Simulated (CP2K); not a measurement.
**singlet SiH2O2F− at 3 levels**

Wanted: a comparison of 3 runs (B3LYP/6-31G*, PBE0/TZV2P-MOLOPT-PBE0-GTH, PM6) of singlet SiH2O2F−. 

Program for the calculation: CP2K 2026.2.

3 further runs of the same task are left out: 2 that didn't finish, 1 set aside as unsound or not needed. Runs told in other sessions of the task aren't counted.

### Step 1. The structure to begin with

SiH2O2F−: 6 atoms, total charge -1, spin state singlet. As SMILES of the parent species, `O[Si](O)F`. The coordinates come from a PBE0-D4/def2-TZVP relaxation. This is one conformer, not always the lowest. That shape belongs to the parent species and isn't relaxed for this state.

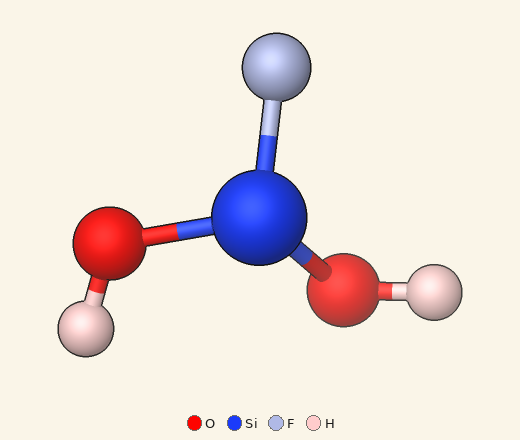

Viewed from a chosen angle; oxygen red, silicon blue, fluorine light blue, hydrogen pink.

### Step 2. The energy at B3LYP/6-31G(d) (spherical functions) (run 1)

Input file job.inp:

```
&GLOBAL
  PROJECT job
  RUN_TYPE ENERGY
  PRINT_LEVEL MEDIUM
&END
&FORCE_EVAL
  METHOD Quickstep
  &DFT
    BASIS_SET_FILE_NAME ./6_31gs.basis
    POTENTIAL_FILE_NAME POTENTIAL
    CHARGE -1
    &QS
      METHOD GAPW
      EPS_DEFAULT 1.0E-10
    &END
    &MGRID
      CUTOFF 280
      REL_CUTOFF 50
      NGRIDS 4
    &END
    &POISSON
      PERIODIC NONE
      POISSON_SOLVER WAVELET
    &END
    &SCF
      SCF_GUESS ATOMIC
      EPS_SCF 1.0E-07
      MAX_SCF 100
      ADDED_MOS 5
      &DIAGONALIZATION
        ALGORITHM STANDARD
      &END
      &MIXING
        METHOD DIRECT_P_MIXING
        ALPHA 0.4
      &END
    &END
    &XC
      &XC_FUNCTIONAL
        &HYB_GGA_XC_B3LYP
        &END
      &END
      &HF
        FRACTION 0.2
        &SCREENING
          EPS_SCHWARZ 1.0E-10
        &END
        &MEMORY
          MAX_MEMORY 1050
        &END
      &END
    &END
    &PRINT
      &MOMENTS
        PERIODIC F
        REFERENCE COM
        MAX_MOMENT 1
      &END
      &MO ON
        ENERGIES T
        OCCUPATION_NUMBERS T
        NDIGITS 6
        &EACH
          QS_SCF 0
        &END
        ADD_LAST NUMERIC
      &END
      &LOWDIN ON
      &END
      &HIRSHFELD OFF
      &END
    &END
  &END
  &SUBSYS
    &CELL
      ABC 12.9 12.9 12.9
      PERIODIC NONE
    &END
    &COORD
      O     -0.887300     1.032000    -0.626300
      Si     0.382900     0.026200    -0.446500
      O      0.346300    -0.560700     1.083400
      F      0.159400    -1.133900    -1.516300
      H     -1.051600     1.658800     0.081100
      H      1.092300    -1.086600     1.378500
    &END
    &TOPOLOGY
      &CENTER_COORDINATES
      &END
    &END
    &KIND O
      BASIS_SET 6-31Gs
      POTENTIAL ALL
      LEBEDEV_GRID 194
      RADIAL_GRID 100
    &END
    &KIND Si
      BASIS_SET 6-31Gs
      POTENTIAL ALL
      LEBEDEV_GRID 194
      RADIAL_GRID 100
    &END
    &KIND F
      BASIS_SET 6-31Gs
      POTENTIAL ALL
      LEBEDEV_GRID 194
      RADIAL_GRID 100
    &END
    &KIND H
      BASIS_SET 6-31Gs
      POTENTIAL ALL
      LEBEDEV_GRID 194
      RADIAL_GRID 100
    &END
  &END
&END
```

The run is started by

```
$ OMP_NUM_THREADS=1 cp2k.psmp -i job.inp > job.out 2>&1
```

The log of the run:

```text
CP2K| version string:                                       CP2K version 2026.2
[...]
 GLOBAL| Method name                                                        CP2K
[...]
 GLOBAL| Run type                                                         ENERGY
[...]
 DFT| Spin restricted Kohn-Sham (RKS) calculation                            RKS
 DFT| Multiplicity                                                             1
[...]
 DFT| Charge                                                                  -1
[...]
 FUNCTIONAL| HYB_GGA_XC_B3LYP:
[...]
 QS| Method:                                                                GAPW
[...]
 QS| Density cutoff [a.u.]:                                                140.0
[...]
 QS| Relative density cutoff [a.u.]:                                        25.0
[...]
                             - Atoms:                                          6
[...]
                             - Spherical basis functions:                     64
[...]
 Number of electrons:                                                         42
[...]
     1 P_Mix/Diag. 0.40E+00    5.1     1.27158436      -548.8410353991 -5.49E+02
[...]
    14 DIIS/Diag.  0.23E-06    2.5     0.00000008      -541.0628020031 -3.41E-13
  *** SCF run converged in    14 steps ***
[...]
  Overlap energy of the core charge distribution:               0.00000021448741
  Self energy of the core charge distribution:               -378.86498530300156
  Core Hamiltonian energy:                                   -177.53815215211037
  Hartree energy:                                              96.13719348534970
  Exchange-correlation energy:                                -14.27288730775378
  Hartree-Fock Exchange energy:                                -9.60728674776689
[...]
 ENERGY| Total FORCE_EVAL ( QS ) energy [hartree]           -541.062802003134948
[...]
```

Run time: 39 s. Hardware: 1 thread of Arm Neoverse V2, shared host; peak memory 0.97 GiB.

### Step 3. The energy at PBE0/TZV2P-MOLOPT-PBE0-GTH (core potential) (run 2)

Input file gas.inp:

```
&GLOBAL
   PROJECT_NAME gas
   RUN_TYPE ENERGY
   PRINT_LEVEL MEDIUM
&END GLOBAL

&FORCE_EVAL
   METHOD QS
   &DFT
      BASIS_SET_FILE_NAME BASIS_MOLOPT_UZH
      BASIS_SET_FILE_NAME BASIS_ADMM_UZH
      POTENTIAL_FILE_NAME POTENTIAL_UZH
      CHARGE -1
      ! Quickstep
      &QS
         METHOD GPW
         EPS_DEFAULT 1.0E-10
      &END QS
      &MGRID
         CUTOFF 400
         REL_CUTOFF 50
         NGRIDS 4
      &END MGRID
      &POISSON
         PERIODIC NONE
         POISSON_SOLVER WAVELET
      &END POISSON
      &SCF
         SCF_GUESS ATOMIC
         EPS_SCF 1.0E-06
         MAX_SCF 80
         ADDED_MOS 5
         &DIAGONALIZATION
            ALGORITHM STANDARD
         &END DIAGONALIZATION
         &MIXING
            METHOD DIRECT_P_MIXING
            ALPHA 0.4
         &END MIXING
      &END SCF
      ! exchange and correlation
      &XC
         &XC_FUNCTIONAL
            &PBE
               SCALE_X 0.75
               SCALE_C 1.0
            &END PBE
         &END XC_FUNCTIONAL
         &HF
            FRACTION 0.25
            &SCREENING
               EPS_SCHWARZ 1.0E-09
            &END SCREENING
            &MEMORY
               MAX_MEMORY 1050
            &END MEMORY
         &END HF
      &END XC
      &AUXILIARY_DENSITY_MATRIX_METHOD
         ADMM_TYPE ADMMS
         EXCH_CORRECTION_FUNC PBEX
      &END AUXILIARY_DENSITY_MATRIX_METHOD
      ! extra output
      &PRINT
         &MOMENTS
            PERIODIC F
            REFERENCE COM
            MAX_MOMENT 1
         &END MOMENTS
         &MO ON
            ENERGIES T
            OCCUPATION_NUMBERS T
            NDIGITS 6
            &EACH
               QS_SCF 0
            &END EACH
            ADD_LAST NUMERIC
         &END MO
         &HIRSHFELD OFF
         &END HIRSHFELD
      &END PRINT
   &END DFT
   &SUBSYS
      ! vacuum box
      &CELL
         ABC 12.9 12.9 12.9
         PERIODIC NONE
      &END CELL
      &COORD
         SCALED T
         O    0.42963953   0.55965504   0.45679070
         Si   0.52810465   0.48168605   0.47072868
         O    0.52526744   0.43618992   0.58932558
         F    0.51077907   0.39175581   0.38779845
         H    0.41690310   0.60824419   0.51162791
         H    0.58309690   0.39542248   0.61220155
      &END COORD
      &KIND O
         BASIS_SET ORB TZV2P-MOLOPT-PBE0-GTH-q6
         BASIS_SET AUX_FIT admm-tzp-q6
         POTENTIAL GTH-PBE0-q6
      &END KIND
      &KIND Si
         BASIS_SET ORB TZV2P-MOLOPT-PBE0-GTH-q4
         BASIS_SET AUX_FIT admm-tzp-q4
         POTENTIAL GTH-PBE0-q4
      &END KIND
      &KIND F
         BASIS_SET ORB TZV2P-MOLOPT-PBE0-GTH-q7
         BASIS_SET AUX_FIT admm-tzp-q7
         POTENTIAL GTH-PBE0-q7
      &END KIND
      &KIND H
         BASIS_SET ORB TZV2P-MOLOPT-PBE0-GTH-q1
         BASIS_SET AUX_FIT admm-tzp-q1
         POTENTIAL GTH-PBE0-q1
      &END KIND
   &END SUBSYS
&END FORCE_EVAL
```

The run is started by

```
$ OMP_NUM_THREADS=1 cp2k.psmp gas.inp > gas.out
```

The log of the run:

```text
CP2K| version string:                                       CP2K version 2026.2
[...]
 GLOBAL| Method name                                                        CP2K
[...]
 GLOBAL| Run type                                                         ENERGY
[...]
 DFT| Spin restricted Kohn-Sham (RKS) calculation                            RKS
 DFT| Multiplicity                                                             1
[...]
 DFT| Charge                                                                  -1
[...]
 FUNCTIONAL| PBE:
 QS| Method:                                                                 GPW
[...]
 QS| Density cutoff [a.u.]:                                                200.0
[...]
 QS| Relative density cutoff [a.u.]:                                        25.0
[...]
                             - Atoms:                                          6
[...]
                             - Spherical basis functions:                    144
[...]
 Number of electrons:                                                         26
[...]
     1 P_Mix/Diag. 0.40E+00    6.8     5.19580736       -58.5418414595 -5.85E+01
[...]
  *** SCF run converged in    18 steps ***
[...]
  Overlap energy of the core charge distribution:               0.00000010896329
  Self energy of the core charge distribution:               -160.85560173480408
  Core Hamiltonian energy:                                     45.45593049314463
  Hartree energy:                                              67.78692908204778
  Exchange-correlation energy:                                -10.62940185999308
  Hartree-Fock Exchange energy:                                -3.22595713835584
  Total energy:                                               -61.46810104899730
[...]
 ENERGY| Total FORCE_EVAL ( QS ) energy [hartree]            -61.468101048997305
[...]
```

Wall time 94 s (1 thread of Arm Neoverse V2, shared host); peak memory 1.7 GiB.

### Step 4. A single-point energy at PM6 (run 3)

Input file job.inp:

```
&GLOBAL
  PROJECT job
  RUN_TYPE ENERGY
  PRINT_LEVEL MEDIUM
&END GLOBAL

&FORCE_EVAL
  METHOD QUICKSTEP
  &DFT
    CHARGE -1
    &QS
      METHOD PM6
      EPS_DEFAULT 1.0E-10
      &SE
        &COULOMB
          CUTOFF [angstrom] 50
          RC_RANGE [angstrom] 0
        &END COULOMB
        &EXCHANGE
          CUTOFF [angstrom] 50
          RC_RANGE [angstrom] 0
        &END EXCHANGE
      &END SE
    &END QS
    # cluster boundary conditions
    &POISSON
      PERIODIC NONE
      POISSON_SOLVER ANALYTIC
    &END POISSON
    &SCF
      SCF_GUESS ATOMIC
      EPS_SCF 1.0E-07
      MAX_SCF 30
      &OT
        MINIMIZER DIIS
        PRECONDITIONER FULL_ALL
      &END OT
      &OUTER_SCF
        EPS_SCF 1.0E-07
        MAX_SCF 10
      &END OUTER_SCF
    &END SCF
    # extra output
    &PRINT
      &MOMENTS
        PERIODIC F
        REFERENCE COM
        MAX_MOMENT 1
      &END MOMENTS
      &MO_CUBES
        NLUMO 5
        NHOMO -1
        WRITE_CUBE F
      &END MO_CUBES
      &HIRSHFELD OFF
      &END HIRSHFELD
    &END PRINT
  &END DFT
  &SUBSYS
    # box in angstrom
    &CELL
      ABC 10.1 10.8 10.9
      PERIODIC NONE
    &END CELL
    &COORD
      O     -0.887300     1.032000    -0.626300
      Si     0.382900     0.026200    -0.446500
      O      0.346300    -0.560700     1.083400
      F      0.159400    -1.133900    -1.516300
      H     -1.051600     1.658800     0.081100
      H      1.092300    -1.086600     1.378500
    &END COORD
    &TOPOLOGY
      &CENTER_COORDINATES
      &END CENTER_COORDINATES
    &END TOPOLOGY
  &END SUBSYS
&END FORCE_EVAL
```

The run is started by

```
$ OMP_NUM_THREADS=1 cp2k.psmp -i job.inp -o job.out
```

The log of the run:

```text
CP2K| version string:                                       CP2K version 2026.2
[...]
 GLOBAL| Method name                                                        CP2K
[...]
 GLOBAL| Run type                                                         ENERGY
[...]
                             - Atoms:                                          6
[...]
                             - Spherical basis functions:                     23
[...]
 Number of electrons:                                                         26
[...]
     1 OT DIIS     0.15E+00    0.0     0.35258691       -38.4263616622 -3.84E+01
[...]
    16 OT DIIS     0.15E+00    0.0     0.00000008       -42.5795181073 -1.38E-12
  *** SCF run converged in    16 steps ***
  Core-core repulsion energy [eV]:                           1332.06998735482944
  Core Hamiltonian energy [eV]:                             -1998.63167575366833
  Two-electron integral energy [eV]:                         -984.17184649266835
  Electronic energy [eV]:                                   -2490.71759900000234
  Total energy [eV]:                                        -1158.64761164517313
  Atomic reference energy [eV]:                              1148.53774396996619
  Heat of formation [kcal/mol]:                              -233.13910556984266
[...]
 SE_DIPOLE| Moment [Debye]          0.60772869       0.36957071      -2.54988359
 SE_DIPOLE| Derivative [a.u.]       0.00000000       0.00000000       0.00000000
 *** WARNING in qs_scf_post_se.F:140 :: Printing of MO cube files not ***
 *** implemented for Semi-Empirical method.                           ***
 ENERGY| Total FORCE_EVAL ( QS ) energy [hartree]            -42.579518107308942
[...]
```

Wall time 0.49 s (1 thread of Arm Neoverse V2, shared host).

### Step 5. All runs side by side

| run | level | core potential | scheme | energy (Eh) | HOMO energy (eV) | LUMO energy (eV) | HOMO–LUMO gap (eV) | wall time |
| --- | --- | --- | --- | --- | --- | --- | --- | --- |
| 1 | B3LYP/6-31G* (spherical functions) | none | GAPW | -541.062802 | 2.47 | 7.03 | 4.56 | 39 s |
| 2 | PBE0/TZV2P-MOLOPT-PBE0-GTH (core potential) | GTH-PBE0 | GPW | -61.468101 | 1.15 | 5.42 | 4.27 | 94 s |
| 3 | PM6 | – | – | -42.579518 | – | – | – | 0.49 s |

### Step 6. Results

| quantity | value |
| --- | --- |
| run 3: total energy | -42.57952 Eh |
| run 3: heat of formation | -233.1 kcal/mol |

What this shows: Totals of different functionals can't be ranked against each other. Some runs of one species differ in core potentials or relativity; totals across that change don't compare. In runs 1, 2 the HOMO lies above zero, from self-interaction, a short basis or an electron that isn't bound. All runs together took 2.2 min, the longest 94 s.
